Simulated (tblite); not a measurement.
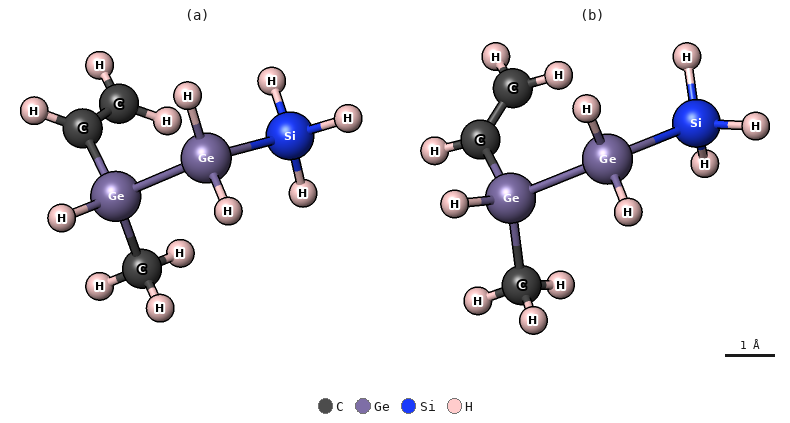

The structure of C$_{3}$H$_{12}$Ge$_{2}$Si before (left) and after (right) a relaxation, at one scale.

Style: ball-and-stick. Shown at a tilt.

All numbers below come from tblite 0.8.0, GFN2-xTB geometry optimisation, gas phase. 

Summarise the run.

An H atom moves most after the best rigid fit: 1.31 Å. By element the largest moves are H 1.31 Å, C 0.53 Å, Si 0.35 Å, Ge 0.29 Å. Among the contacts that change: Ge–H 1.551 → 1.518 Å, C–Ge 1.950 → 1.982 Å, Ge–Ge 2.385 → 2.416 Å, Ge–Si 2.318 → 2.347 Å. Bond angles that change, for instance: Ge–Ge–Si 109.0° → 121.6°, H–Ge–H 110.5° → 99.3°, C–Ge–H 110.0° → 105.9°. Groups turn about C–Ge by about 60°. The energy falls by 5.47 kcal/mol in 191 geometry steps.
